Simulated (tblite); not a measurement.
## C$_{3}$H$_{12}$GeN$_{2}$: geometry relaxation (part 2 of 2)

Continued. System: C$_{3}$H$_{12}$GeN$_{2}$, SMILES C[N]([GeH3])CCN. Method: GFN2-xTB geometry optimisation, gas phase (tblite 0.8.0). It belongs to a series of runs on one base structure; here: H on C replaced by CH2NH2.

Geometry of the input (Å):
```
C  -0.6247  1.3658  -0.8028
N  -0.5177  -0.0357  -0.5074
Ge -2.2286  -0.7114  -0.2704
C  0.2044  -0.2744  0.7243
C  1.6549  0.0497  0.6703
N  2.3714  -0.7428  -0.3457
H  -1.7168  1.6552  -0.6554
H  -0.0004  2.0342  -0.1806
H  -0.4223  1.5030  -1.8788
H  -2.9101  -0.1641  1.0345
H  -2.1455  -2.2463  -0.2743
H  -3.1130  -0.2858  -1.4794
H  -0.3458  0.2029  1.5760
H  0.0895  -1.3938  0.9124
H  2.1227  -0.0270  1.6557
H  1.7803  1.1136  0.3007
H  2.4565  -1.7471  -0.0615
H  3.3367  -0.2897  -0.4294
```

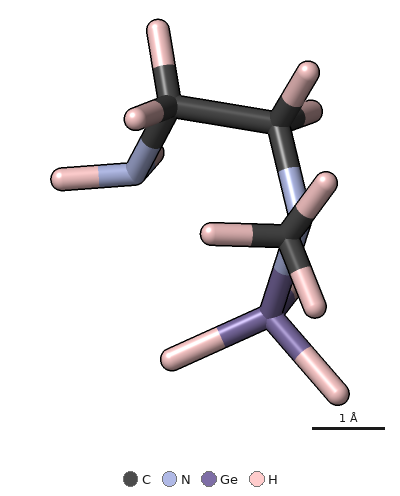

**Figure 1.** The geometry at step 124 of the log (stick view, seen at a tilt).

**Trajectory as extended XYZ, continued**
```
18
Properties=species:S:1:pos:R:3:forces:R:3 step=83 energy=-552.24964
C    -0.8161    1.7226   -0.2773    0.0030  -0.0340  -0.0850
N    -0.9083    0.4402    0.3924    0.1300   0.0250  -0.0390
Ge   -1.5330   -1.0075   -0.5707    0.2120   0.0370   0.2030
C     0.2507    0.2103    1.2109    0.1760   0.1250   0.0460
C     1.5362   -0.0923    0.4108   -0.0010  -0.0930  -0.0290
N     1.2550   -1.1320   -0.5679   -0.1070  -0.0410  -0.0620
H    -1.6620    1.8412   -0.9485   -0.1160   0.0150   0.0060
H    -0.8265    2.5341    0.4588   -0.0790  -0.0680   0.0120
H     0.1021    1.8363   -0.8709   -0.1040  -0.0500  -0.0260
H    -3.0343   -0.9075   -0.4407   -0.0080   0.0660  -0.0920
H    -1.1140   -2.2672    0.1208   -0.0950   0.0670  -0.0240
H    -1.1911   -1.0228   -2.0269   -0.0010  -0.0310  -0.0680
H     0.4238    1.1126    1.8091    0.0590  -0.0740   0.1160
H     0.0564   -0.6234    1.8911   -0.0760  -0.0230  -0.1090
H     2.3282   -0.3785    1.1101    0.0840   0.0280   0.0840
H     1.8662    0.7998   -0.1228   -0.0640   0.0880   0.0480
H     1.4453   -2.0524   -0.1842   -0.0090   0.0780  -0.0610
H     1.8127   -1.0069   -1.4057   -0.0020  -0.1140   0.0800
18
Properties=species:S:1:pos:R:3:forces:R:3 step=97 energy=-552.32223
C    -0.8863    1.7302   -0.2506    0.0500  -0.0050   0.0030
N    -0.8678    0.4363    0.3972   -0.0080   0.0290   0.0130
Ge   -1.4616   -0.9896   -0.5986   -0.0220   0.1090   0.0080
C     0.2883    0.2029    1.2210   -0.0020  -0.0090  -0.0440
C     1.5607   -0.0857    0.4024   -0.0070   0.0260  -0.0030
N     1.2638   -1.1901   -0.5003   -0.0410   0.0120   0.0460
H    -1.8421    1.8528   -0.7632    0.0180  -0.0230   0.0730
H    -0.7738    2.5274    0.4912   -0.0700  -0.0610   0.0190
H    -0.0915    1.8618   -0.9965    0.0150  -0.0270  -0.0200
H    -2.9408   -0.6983   -0.7128   -0.0230   0.0090  -0.0110
H    -1.2956   -2.2330    0.2003    0.0180  -0.0190   0.0230
H    -0.9859   -1.1439   -2.0152    0.0340  -0.0220  -0.0330
H     0.4535    1.0595    1.8852    0.0250  -0.0160  -0.0630
H     0.0735   -0.6753    1.8366    0.0180  -0.0010  -0.0030
H     2.3982   -0.3004    1.0796   -0.0310   0.0340  -0.0240
H     1.8125    0.7982   -0.1864   -0.0060   0.0340   0.0210
H     1.5691   -2.0703   -0.1043   -0.0460  -0.0400   0.0120
H     1.7170   -1.0763   -1.3974    0.0780  -0.0300  -0.0170
18
Properties=species:S:1:pos:R:3:forces:R:3 step=111 energy=-552.34290
C    -0.9039    1.7159   -0.2227   -0.0090   0.0260   0.0120
N    -0.8708    0.4201    0.4161    0.0170  -0.0190  -0.0210
Ge   -1.4764   -0.9705   -0.6157    0.0270  -0.0310   0.0020
C     0.3065    0.1879    1.2100   -0.0160  -0.0130  -0.0130
C     1.5653   -0.0632    0.3683    0.0000   0.0360  -0.0170
N     1.2824   -1.1676   -0.5316    0.0180  -0.0090  -0.0220
H    -1.8681    1.8252   -0.7230    0.0500   0.0200   0.0230
H    -0.8024    2.5073    0.5249   -0.0180  -0.0060   0.0220
H    -0.1131    1.8506   -0.9712   -0.0260   0.0390  -0.0200
H    -2.9422   -0.6334   -0.7582    0.0000  -0.0200  -0.0100
H    -1.3446   -2.2177    0.1942    0.0010   0.0100  -0.0090
H    -0.9495   -1.1614   -2.0122   -0.0390   0.0150   0.0040
H     0.4815    1.0439    1.8712   -0.0340  -0.0300   0.0250
H     0.1181   -0.7028    1.8187    0.0070   0.0530   0.0080
H     2.4260   -0.2470    1.0274   -0.0080   0.0230   0.0050
H     1.7719    0.8287   -0.2266    0.0270  -0.0070  -0.0140
H     1.4041   -2.0514   -0.0510    0.0040  -0.0390   0.0250
H     1.9064   -1.1583   -1.3303   -0.0010  -0.0500  -0.0010
18
Properties=species:S:1:pos:R:3:forces:R:3 step=124 energy=-552.35472
C    -0.9395    1.7538   -0.1805    0.0140  -0.0060   0.0020
N    -0.8618    0.4246    0.3807   -0.0130   0.0120   0.0150
Ge   -1.4536   -0.9679   -0.6502    0.0090   0.0070  -0.0130
C     0.3163    0.1931    1.1716    0.0290   0.0170   0.0000
C     1.5732   -0.0663    0.3314   -0.0090  -0.0220  -0.0120
N     1.3002   -1.2206   -0.5083   -0.0080  -0.0200   0.0430
H    -1.9177    1.8772   -0.6433   -0.0270  -0.0090  -0.0180
H    -0.8318    2.4988    0.6125   -0.0190   0.0000   0.0200
H    -0.1767    1.9584   -0.9421    0.0160  -0.0030  -0.0070
H    -2.9180   -0.6507   -0.8338   -0.0160   0.0260   0.0180
H    -1.3362   -2.1895    0.1972    0.0060  -0.0200  -0.0230
H    -0.9072   -1.1828   -2.0331   -0.0040   0.0020  -0.0170
H     0.4884    1.0475    1.8337   -0.0010   0.0170   0.0200
H     0.1356   -0.6927    1.7879   -0.0250  -0.0090   0.0100
H     2.4400   -0.1998    0.9972   -0.0080   0.0100  -0.0450
H     1.7573    0.7961   -0.3116    0.0220   0.0000  -0.0160
H     1.3544   -2.0689    0.0448    0.0170  -0.0270   0.0240
H     1.9683   -1.3040   -1.2658    0.0170   0.0230  -0.0020
18
Properties=species:S:1:pos:R:3:forces:R:3 step=138 energy=-552.36278
C    -0.9831    1.7701   -0.1335    0.0020  -0.0120   0.0020
N    -0.8566    0.4258    0.3811    0.0280  -0.0240  -0.0260
Ge   -1.4208   -0.9509   -0.6902    0.0010   0.0080   0.0100
C     0.3375    0.2121    1.1545   -0.0280  -0.0060   0.0110
C     1.5715   -0.0854    0.2953   -0.0050   0.0310   0.0040
N     1.3033   -1.3004   -0.4530   -0.0600   0.0360  -0.0110
H    -1.9441    1.8591   -0.6403    0.0130  -0.0070  -0.0060
H    -0.9572    2.4849    0.6941   -0.0160   0.0040   0.0020
H    -0.1938    2.0464   -0.8440    0.0000   0.0060  -0.0150
H    -2.8755   -0.5889   -0.8771   -0.0200  -0.0340  -0.0050
H    -1.3246   -2.2042    0.1143   -0.0240   0.0250  -0.0060
H    -0.8675   -1.1455   -2.0768    0.0130   0.0310   0.0110
H     0.5250    1.0867    1.7846    0.0210   0.0080   0.0160
H     0.1619   -0.6509    1.8048    0.0050  -0.0180   0.0020
H     2.4622   -0.1494    0.9368    0.0300  -0.0170   0.0020
H     1.7175    0.7302   -0.4157    0.0020   0.0120  -0.0110
H     1.3643   -2.1071    0.1576    0.0250  -0.0290   0.0420
H     1.9715   -1.4263   -1.2042    0.0120  -0.0150  -0.0220
18
Properties=species:S:1:pos:R:3:forces:R:3 step=152 energy=-552.36528
C    -0.9905    1.7706   -0.1251   -0.0020   0.0020  -0.0010
N    -0.8514    0.4258    0.3845    0.0010  -0.0010   0.0030
Ge   -1.4134   -0.9440   -0.6952   -0.0020  -0.0010  -0.0020
C     0.3455    0.2177    1.1554    0.0010   0.0000   0.0020
C     1.5715   -0.0901    0.2873   -0.0010   0.0020   0.0000
N     1.2921   -1.3202   -0.4336   -0.0020   0.0010   0.0010
H    -1.9373    1.8418   -0.6599   -0.0020   0.0020  -0.0040
H    -1.0061    2.4818    0.7060    0.0010   0.0030   0.0040
H    -0.1881    2.0685   -0.8122    0.0050  -0.0020  -0.0040
H    -2.8724   -0.5970   -0.8924    0.0040  -0.0010   0.0040
H    -1.3311   -2.2055    0.0945    0.0030   0.0020  -0.0040
H    -0.8436   -1.0971   -2.0794    0.0030  -0.0020   0.0030
H     0.5409    1.0977    1.7764   -0.0010  -0.0030   0.0040
H     0.1739   -0.6402    1.8138    0.0030  -0.0050  -0.0020
H     2.4739   -0.1458    0.9144   -0.0070   0.0050  -0.0010
H     1.7055    0.7137   -0.4399    0.0000  -0.0020  -0.0030
H     1.3791   -2.1141    0.1927   -0.0020   0.0020   0.0020
H     1.9430   -1.4574   -1.1990   -0.0020  -0.0020  -0.0010
```

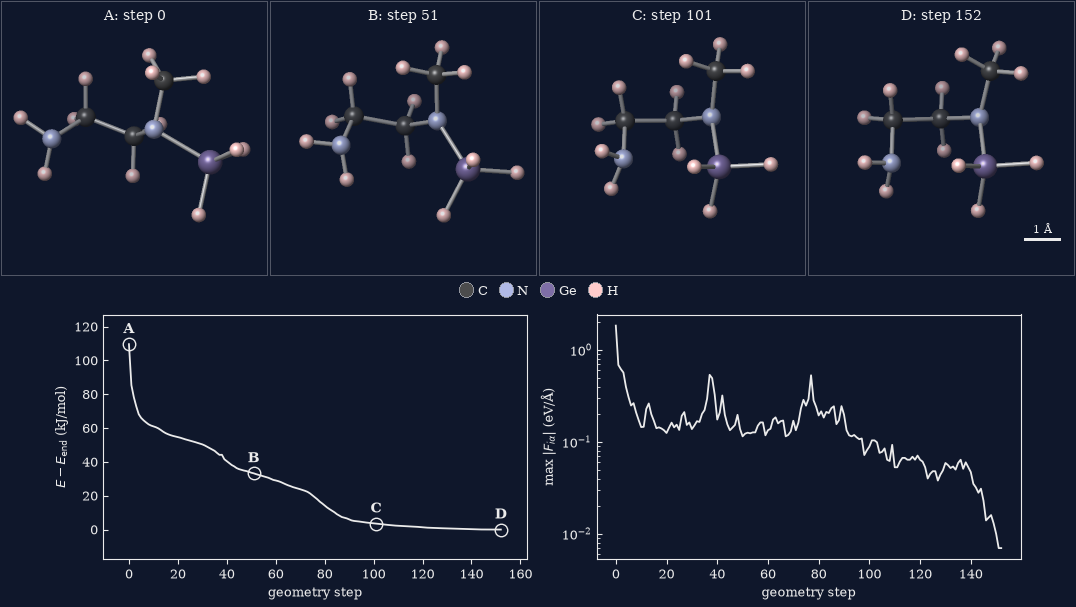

**Figure 2.** Frames of the relaxation (ball-and-stick view, seen at a tilt) above the curves, on which the letters mark them (steps are counted from 0).

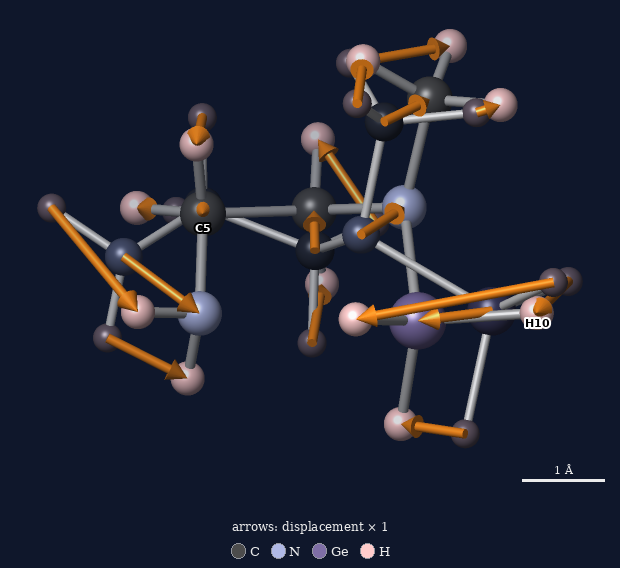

**Figure 3.** Start (faint) and end (solid) with the displacements as orange arrows, at true length (ball-and-stick view, seen at a tilt). The two geometries are laid on each other by the best rigid fit. Over 152 geometry steps the energy falls by 109.6 kJ/mol. The largest force component goes from 1.8 to 0.007 eV/Å. H12 moves most after the best rigid fit: 2.48 Å. By element the largest moves are H 2.48 Å, N 1.19 Å, Ge 0.96 Å, C 0.89 Å. Among the contacts that change: Ge3–H10 1.571 → 1.513 Å, N6–H18 1.070 → 1.014 Å, Ge3–H12 1.557 → 1.505 Å, C1–H7 1.139 → 1.090 Å. Among the angles that change: N2–Ge3–H12 109.0° → 120.1°, N2–Ge3–H10 112.3° → 101.6°, Ge3–N2–C4 106.9° → 117.6°. (Atoms are counted from 1 in the order of the input.)
